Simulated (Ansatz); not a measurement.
The reference is HfO$_{2}$ in the fluorite structure (space group Fm-3m, No. 225; a = 5.0438 Å). Axes: x, y, z lie along the cube axes.

Structures relaxed with plane-wave PAW DFT at the PBEsol level (Ansatz, a first-principles code, 420 eV), scalar-relativistic without spin-orbit coupling.

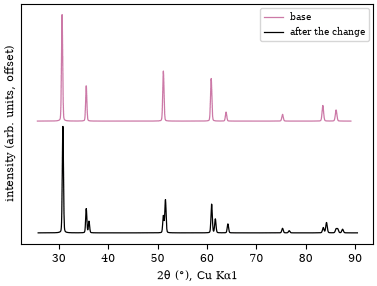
*Simulated powder patterns before (top) and after one change*

Q: Which of these changes matches the shifts?
(A) uniaxial strain ε_zz = −1.50 %
(B) uniaxial strain ε_zz = +1.50 %
(C) uniaxial strain ε_zz = +2.50 %

A: A, uniaxial strain ε_zz = −1.50 %. Its volume per atom is 10.53 Å³ against 10.69 Å³, and its space group is I4/mmm (No. 139).

Whether these cells are dynamically stable was not tested. This is not the structure that HfO2 has at room temperature and ambient pressure.
